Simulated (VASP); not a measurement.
Band structure of Hf (space group P6_3/mmc). These are PBE GGA, VASP's PBE PAW potentials (set 64) (plane waves; VASP 6.6.1) values and carry that method's errors.

Unless said otherwise, spin-orbit coupling is left out, though it shifts the bands of the heavy elements here.

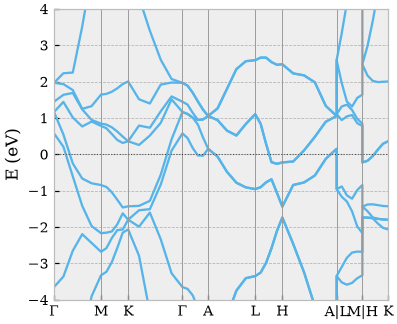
Figure. Bands along high-symmetry lines, zero at the valence-band maximum or, without a gap, the Fermi level

Q: Read the plot: is there a gap, and where are the band edges?

A: It has no gap at this level: it comes out as a metal or semimetal.

The structure comes from a computed database's Hf entry; how it stands against other phases isn't given here. The cell was not relaxed at this level.
